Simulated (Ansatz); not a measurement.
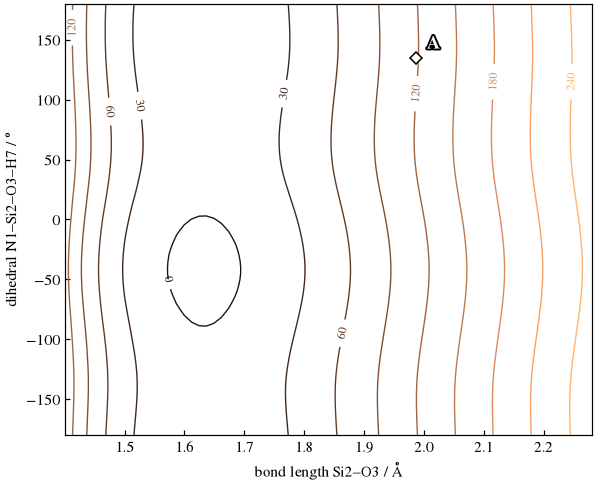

FH3NOSi, SMILES [NH][SiH](O)F, spin multiplicity 2. The first coordinate is: bond length Si2–O3; the second: dihedral N1–Si2–O3–H7. Nothing is relaxed (all other coordinates rigid). The scan uses a 7 × 8 grid. Points are written as (first, second). Energies: kJ/mol, counted from the lowest grid point. Computed with UKS B3LYP-D4/def2-TZVP in Ansatz.

The picture shows contour lines labelled in kJ/mol, the point A. Between grid points the surface is interpolated.

Question: Which way does the force act at A, and how strong is it?

Answer: A, at (1.987 Å, 135°), is not a stationary point. The computed force is 470 kJ/mol for each Å towards smaller values of bond length Si2–O3 and 0.029 kJ/mol for each degree towards larger values of dihedral N1–Si2–O3–H7.
